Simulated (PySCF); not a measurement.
# CH$_{14}$OSi$_{5}$ (SMILES C[SiH2]O[SiH2][SiH]([SiH3])[SiH3]): what the fields show

```csv
atom,x (Å),y (Å),z (Å)
C,2.5451,-1.6300,0.6031
Si,2.7916,0.1409,-0.0160
O,1.3179,0.8046,-0.1151
Si,0.2595,1.9371,-0.6218
Si,-1.6952,0.7005,-0.7351
Si,-3.0946,0.9473,1.1143
Si,-1.2953,-1.5383,-1.2461
H,1.9382,-2.2107,-0.0883
H,2.0532,-1.6568,1.5719
H,3.5012,-2.1339,0.7037
H,3.5776,0.9533,0.9149
H,3.3810,0.1658,-1.3586
H,0.3321,3.0087,0.3815
H,0.7935,2.5059,-1.8650
H,-2.4822,1.2701,-1.8625
H,-2.6036,0.2631,2.3167
H,-4.4371,0.4099,0.8725
H,-3.2918,2.3468,1.5046
H,-0.3434,-1.7446,-2.3435
H,-2.5085,-2.2768,-1.6180
H,-0.7480,-2.2459,-0.0824
```

Geometry: GFN2-xTB.

Computed with PBE0/pcSseg-1, SCF density, gas phase, non-relativistic (PySCF).

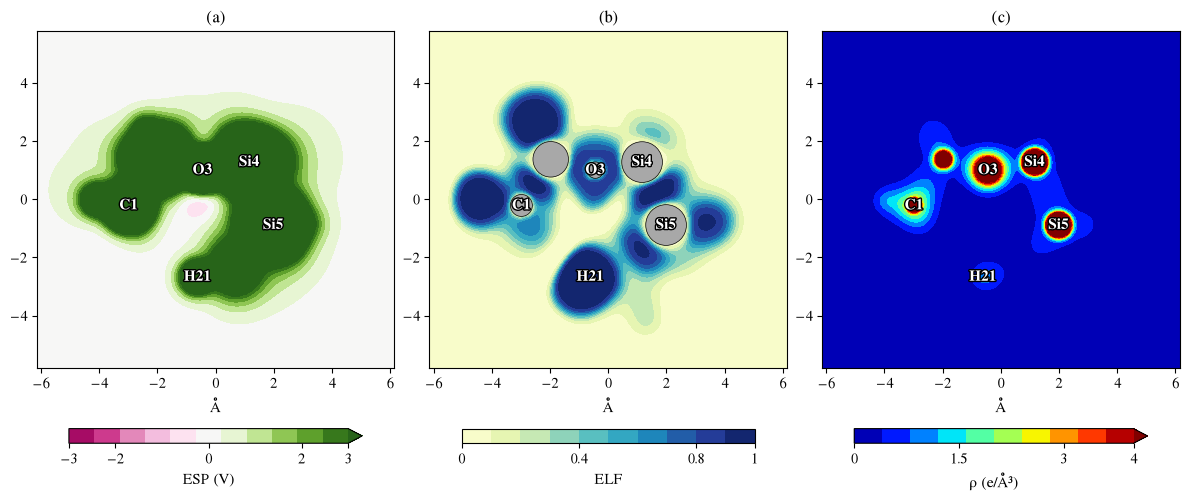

Figure 1. (a) molecular electrostatic potential; (b) electron localisation function; (c) total electron density on the plane of atoms O3, Si4 and Si5. Grey discs cover the atomic cores in the ELF map.

What does the map show?

The section cuts through C, O, Si and H sites.
Si–O (1.63 Å): ρ is about 1.1 e/Å³ halfway; the ELF peaks at about 0.85 between the atoms, as expected for a shared but strongly polarised pair.
Si–Si (2.32 Å): ρ is about 0.66 e/Å³ halfway; the ELF peaks at about 1 between the atoms: a shared electron pair.
Outside the dense part of the molecule the potential is most negative (−0.6 V) near O3.

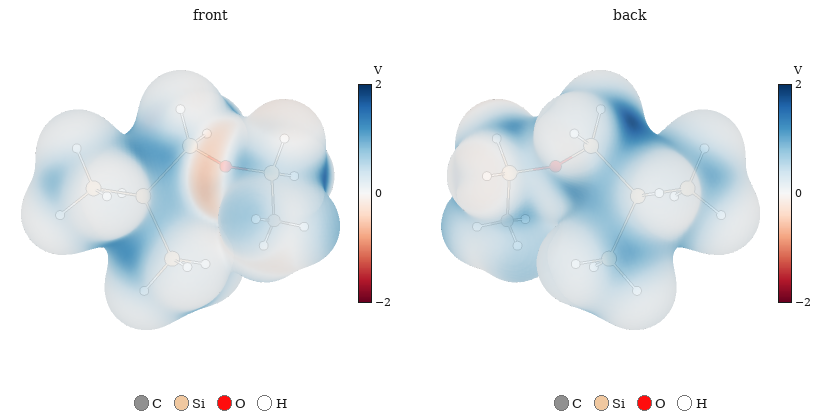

Figure 2. The molecular electrostatic potential painted on the density surface at 0.002 e/bohr³, seen from the front and from behind; red is negative and blue positive.

Which sites attract a positive test charge, and which a negative one?

A positive charge is drawn to the negative regions and a negative charge to the positive ones. The most negative region (about −0.4 V, or −9 kcal/mol for a unit charge) lies over O3, the most positive (about +1.5 V, or +35 kcal/mol for a unit charge) over Si2 and Si4.

What dipole moment does the calculation give?

Its dipole moment is 0.41 D.
